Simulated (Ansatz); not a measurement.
# C2H3FGe: rigid scan of one bond length, by script

Aim: a rigid scan of one bond length, for C2H3FGe, run from a script. SMILES: F[C]1=[CH][GeH2]1.

All numbers are computed with Ansatz 0.2.0, driven from Python. Level of theory: MP2/def2-SVP.

## Step 1: The structure

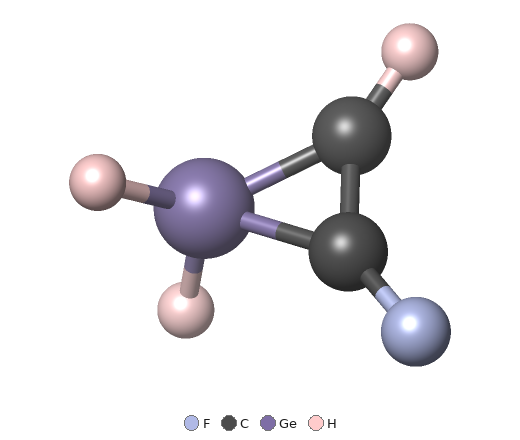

The structure that the script starts from, seen from a chosen angle (fluorine light blue, carbon dark grey, germanium purple, hydrogen pink).

The script holds or builds the structure itself.

## Step 2: The code

The input, c2h3fge_scan.py:

```python
"""Stretching a bond of C2H3FGe, the rest held rigid."""

import ansatz as az
from ase import Atoms
import numpy as np

BASIS = "def2-SVP"
METHOD = "mp2"

atoms = Atoms(["F", "C", "C", "Ge", "H", "H", "H"], positions=[
    (-0.922, -2.0446, 0.5139),
    (-0.2584, -0.8825, 0.2261),
    (1.0278, -0.2604, 0.1085),
    (-0.2307, 0.8777, -0.2652),
    (2.1364, -0.3904, 0.1933),
    (-0.9268, 1.69, 0.9051),
    (-0.765, 0.9423, -1.7274),
])
system = az.Crystal.molecule_from_ase(atoms)

symbols = [site.symbol for site in system.cartesian_sites]
start = np.array([site.position_ang for site in system.cartesian_sites])
axis = (start[0] - start[1]) / np.linalg.norm(start[0] - start[1])
moving = [0]
lengths, energies = [1.16, 1.26, 1.37, 1.51, 1.71, 2.05, 2.46, 3.01], []
for length in lengths:
    xyz = start.copy()
    xyz[moving] += (length - np.linalg.norm(start[0] - start[1])) * axis
    point = az.Crystal.molecule()
    for symbol, xyz in zip(symbols, xyz):
        point = point.atom(symbol, xyz.tolist())
    model = (
        point.calculation()
        .basis(gaussian=BASIS)
        .correlation(METHOD)
    )
    rep = model.run(threads=1).report
    energies.append(rep["free_energy_ev"])
    print(f"r = {length:6.3f} A  E = {energies[-1]:.5f} eV  <S^2> = {abs(rep['mean_field']['state']['spin_squared']):.3f}")

print("energy above the lowest point (eV):", [round(e - min(energies), 3) for e in energies])
```

## Step 3: The input behind the calls

The package turns the script's settings into the engine's input (first run):

```yaml
crystal:
  periodic: [false, false, false]
  atoms:
    - { symbol: F, position_ang: [-0.8207643616735095, -1.8673155887594717, 0.46999461014110316] }
    - { symbol: C, position_ang: [-0.2584, -0.8825, 0.2261] }
    - { symbol: C, position_ang: [1.0278, -0.2604, 0.1085] }
    - { symbol: Ge, position_ang: [-0.2307, 0.8777, -0.2652] }
    - { symbol: H, position_ang: [2.1364, -0.3904, 0.1933] }
    - { symbol: H, position_ang: [-0.9268, 1.69, 0.9051] }
    - { symbol: H, position_ang: [-0.765, 0.9423, -1.7274] }
basis:
  gaussian:
    orbitals: def2-SVP
correlation:
  method: mp2
```

## Step 4: Running it

The run is started by

```sh
$ python c2h3fge_scan.py
```

**Question.** What results will this script give? Wanted: range of energy; lowest point, distance.

As calculated:

| quantity | value |
| --- | --- |
| runs compared | 8 |
| range of energy | 5.751 eV |
| lowest point, distance (Å) | 1.37 |

What this shows: The curve has its lowest point inside the range, at 1.37. The ends stand 0.721 and 5.75 eV above it. The distance scanned is the script's pair 1, 0. What to keep in mind:
- The rest of the molecule is held rigid at a force-field or estimated start geometry, and the basis set is modest; single-reference methods fail as a bond breaks.
- The orbitals are restricted, so S² is zero by construction.
- Toward dissociation an unrestricted state lies under the restricted one, by 1 to 2 eV or more.
